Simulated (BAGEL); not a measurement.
# singlet CH4ClSi−: levels of theory compared

Wanted: a comparison of 5 runs (HF/STO-3G, HF/6-31G*, B3LYP/def2-SVPD, PBE0/def2-SVPD, RI-MP2/def2-SVPD) of singlet CH4ClSi−. 

Program for the calculation: BAGEL 1.2.2.

3 further runs of the same task are left out: 1 that didn't finish, 2 set aside as unsound or not needed.

**1. Starting point**

CH4ClSi− has 7 atoms, charge -1, and is taken as a singlet. As SMILES of the parent species, `[CH2][SiH2]Cl`. The coordinates come from a PBE0-D4/def2-TZVP relaxation. This is one conformer, not always the lowest. That shape belongs to the parent species and isn't relaxed for this state.

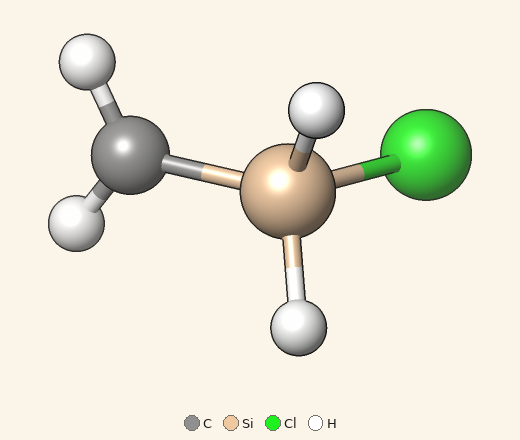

The structure, seen from a chosen angle (carbon grey, silicon light orange, chlorine green, hydrogen white).

**2. The energy at HF/STO-3G (density fitting with qzvpp-jkfit) (run 1)**

Contents of calc.json:

```json
{ "bagel" : [

{
  "title" : "molecule",
  "basis" : "sto-3g",
  "df_basis" : "qzvpp-jkfit",
  "angstrom" : "true",
  "geometry" : [
    { "atom" : "C", "xyz" : [      -0.956100,       0.088100,      -0.602700 ] },
    { "atom" : "Si", "xyz" : [       0.657000,       0.049300,       0.264700 ] },
    { "atom" : "Cl", "xyz" : [       0.631500,      -1.390200,       1.747300 ] },
    { "atom" : "H", "xyz" : [      -1.161100,      -0.521500,      -1.476700 ] },
    { "atom" : "H", "xyz" : [      -1.796100,       0.671900,      -0.240300 ] },
    { "atom" : "H", "xyz" : [       0.934800,       1.344000,       0.929100 ] },
    { "atom" : "H", "xyz" : [       1.751200,      -0.309700,      -0.667000 ] }
  ]
},

{ "title" : "hf", "charge" : -1 },

{ "title" : "print", "file" : "orbitals.molden", "orbitals" : "true" }

]}
```

On the command line:

```console
$ BAGEL_NUM_THREADS=1 BAGEL calc.json > calc.out
```

The log of the run:

```text
* using 1 threads per process

  ===============================================================
  ===============================================================

  *** Geometry ***

  { "atom" : "C", "xyz" : [     -1.806767,      0.166485,     -1.138938 ] },
  { "atom" : "Si", "xyz" : [      1.241550,      0.093163,      0.500211 ] },
  { "atom" : "Cl", "xyz" : [      1.193362,     -2.627097,      3.301918 ] },
  { "atom" : "H", "xyz" : [     -2.194161,     -0.985492,     -2.790559 ] },
  { "atom" : "H", "xyz" : [     -3.394137,      1.269707,     -0.454101 ] },
  { "atom" : "H", "xyz" : [      1.766516,      2.539792,      1.755745 ] },
  { "atom" : "H", "xyz" : [      3.309288,     -0.585248,     -1.260447 ] },

  Number of auxiliary basis functions:      403

  Since a DF basis is specified, we compute 2- and 3-index integrals:
    o Being stored without compression. Storage requirement is 0.002 GB

  Number of basis functions:       27
  Number of electrons      :       41

    * METHOD: MOLECULE                             0.11

  *** RHF ***

  === Nuclear Repulsion ===
   138.1738606608

      * DIIS with orbital gradients will be used.

  === RHF iteration (sto-3g) ===
      0       -779.65172511          0.01664940           0.01
      1       -779.72050996          0.00570161           0.01
      2       -779.73081525          0.00095269           0.01
[... 7 lines of this table left out ...]
     10       -779.73133542          0.00000000           0.01
    * SCF iteration converged.

    * Permanent dipole moment:
           (   -1.421712,     0.082350,    -0.809696) a.u.

    * METHOD: HF                                   0.24

    * METHOD: PRINT                                0.00

  ===============================================================
```

Wall time 0.49 s (1 thread of Arm Neoverse V1, shared host).

**3. The energy at HF/6-31G(d) (density fitting with qzvpp-jkfit, spherical functions) (run 2)**

Contents of hf.json:

```json
{ "bagel": [

{
  "title": "molecule",
  "basis": "6-31gs.json",
  "df_basis": "qzvpp-jkfit",
  "angstrom": true,
  "geometry": [
    { "atom": "C", "xyz": [   -0.956100,    0.088100,   -0.602700 ] },
    { "atom": "Si", "xyz": [    0.657000,    0.049300,    0.264700 ] },
    { "atom": "Cl", "xyz": [    0.631500,   -1.390200,    1.747300 ] },
    { "atom": "H", "xyz": [   -1.161100,   -0.521500,   -1.476700 ] },
    { "atom": "H", "xyz": [   -1.796100,    0.671900,   -0.240300 ] },
    { "atom": "H", "xyz": [    0.934800,    1.344000,    0.929100 ] },
    { "atom": "H", "xyz": [    1.751200,   -0.309700,   -0.667000 ] }
  ]
},
{
  "title": "hf",
  "charge": -1
},
{
  "title": "print",
  "file": "orbitals.molden",
  "orbitals": true
}

]}
```

The basis set 6-31G* is read from a file made from the Basis Set Exchange's data (not shown).

On the command line:

```console
$ BAGEL_NUM_THREADS=1 BAGEL hf.json > hf.out
```

The log of the run:

```text
* using 1 threads per process

  ===============================================================
  ===============================================================

  *** Geometry ***

  { "atom" : "C", "xyz" : [     -1.806767,      0.166485,     -1.138938 ] },
  { "atom" : "Si", "xyz" : [      1.241550,      0.093163,      0.500211 ] },
  { "atom" : "Cl", "xyz" : [      1.193362,     -2.627097,      3.301918 ] },
  { "atom" : "H", "xyz" : [     -2.194161,     -0.985492,     -2.790559 ] },
  { "atom" : "H", "xyz" : [     -3.394137,      1.269707,     -0.454101 ] },
  { "atom" : "H", "xyz" : [      1.766516,      2.539792,      1.755745 ] },
  { "atom" : "H", "xyz" : [      3.309288,     -0.585248,     -1.260447 ] },

  Number of auxiliary basis functions:      403

  Since a DF basis is specified, we compute 2- and 3-index integrals:
    o Being stored without compression. Storage requirement is 0.011 GB

  Number of basis functions:       58
  Number of electrons      :       41

    * METHOD: MOLECULE                             0.15

  *** RHF ***

  === Nuclear Repulsion ===
   138.1738606608

      * DIIS with orbital gradients will be used.

  === RHF iteration (6-31gs.json) ===
      0       -788.42671477          0.02020093           0.03
      1       -788.53413172          0.01102822           0.03
      2       -788.57411637          0.00150935           0.03
[... 9 lines of this table left out ...]
     12       -788.57522880          0.00000000           0.03
    * SCF iteration converged.

    * Permanent dipole moment:
           (   -0.924882,     0.433684,    -0.922095) a.u.

    * METHOD: HF                                   0.51

    * METHOD: PRINT                                0.01

  ===============================================================
```

It took 0.81 s on 1 thread of Arm Neoverse V1, shared host.

Runs 3 to 4 aren't shown in full; the table further down has their settings and results.

**4. A single-point energy at RI-MP2/def2-SVPD (density fitting with qzvpp-jkfit) (run 5)**

Contents of input.json:

```json
{ "bagel": [

{
  "title": "molecule",
  "basis": "def2-svpd.json",
  "df_basis": "qzvpp-jkfit",
  "angstrom": "true",
  "geometry": [
    { "atom": "C", "xyz": [      -0.956100,       0.088100,      -0.602700 ] },
    { "atom": "Si", "xyz": [       0.657000,       0.049300,       0.264700 ] },
    { "atom": "Cl", "xyz": [       0.631500,      -1.390200,       1.747300 ] },
    { "atom": "H", "xyz": [      -1.161100,      -0.521500,      -1.476700 ] },
    { "atom": "H", "xyz": [      -1.796100,       0.671900,      -0.240300 ] },
    { "atom": "H", "xyz": [       0.934800,       1.344000,       0.929100 ] },
    { "atom": "H", "xyz": [       1.751200,      -0.309700,      -0.667000 ] }
  ]
},

{
  "title": "hf",
  "charge": -1
},

{
  "title": "mp2",
  "charge": -1,
  "ncore": 11
}

]}
```

The basis set def2-SVPD is read from a file made from the Basis Set Exchange's data (not shown).

On the command line:

```console
$ BAGEL_NUM_THREADS=1 BAGEL input.json > input.out
```

The log of the run:

```text
* using 1 threads per process

  ===============================================================
  ===============================================================

  *** Geometry ***

[... 31 lines left out ...]
    * SCF iteration converged.
[... 1 line left out ...]
    * Permanent dipole moment:
[... 2 lines left out ...]
    * METHOD: HF                                   1.03

  *** RHF ***

  === Nuclear Repulsion ===
   138.1738606608

      * DIIS with orbital gradients will be used.

  === RHF iteration (def2-svpd.json) ===
      0       -788.37478193          0.00000000           0.06
    * SCF iteration converged.

    * Permanent dipole moment:
           (   -1.035381,     0.517572,    -1.065218) a.u.

  === DF-MP2 calculation ===

    * freezing 11 orbitals
    * 3-index integral transformation done
    * assembly done

      MP2 correlation energy:   -0.4201291013      0.03

      MP2 total energy:       -788.7949110344

    * METHOD: MP2                                  0.16

  ===============================================================
```

Run time: 1.5 s. Hardware: 1 thread of Arm Neoverse V1, shared host; peak memory 0.12 GiB.

**5. Overview of the runs**

```tsv
run	level	frozen core orbitals	energy (Eh)	HOMO energy (eV)	LUMO energy (eV)	HOMO–LUMO gap (eV)	wall time
1	HF/STO-3G (density fitting with qzvpp-jkfit)	–	-779.731335	3.32	16.76	13.44	0.49 s
2	HF/6-31G* (density fitting with qzvpp-jkfit, spherical functions)	–	-788.575229	-0.99	9.62	10.60	0.81 s
3	B3LYP/def2-SVPD (density fitting with qzvpp-jkfit)	–	-790.017425	0.83	4.46	3.63	9 s
4	PBE0/def2-SVPD (density fitting with qzvpp-jkfit)	–	-789.652936	0.65	4.71	4.06	8.4 s
5	RI-MP2/def2-SVPD (density fitting with qzvpp-jkfit)	11	-788.794911	–	–	–	1.5 s
```

**6. What came out**

```
                                           quantity          value
                                run 5: total energy  -788.79491 Eh
run 5: correlation energy (11 core orbitals frozen)     -420.1 mEh
```

What this shows: Over runs 1, 2, 3, 4 the HOMO–LUMO gap runs from 3.63 eV (B3LYP/def2-SVPD) to 13.44 eV (HF/STO-3G). The two ends differ in method and basis. The empty levels of an anion lie above zero and hang on the basis. Totals of different functionals can't be ranked against each other. In runs 1, 3, 4 the HOMO lies above zero, so the outermost electron may be held by the basis alone. In run 1 the basis is minimal, so the values are rough. All runs together took 20 s, the longest 9 s.
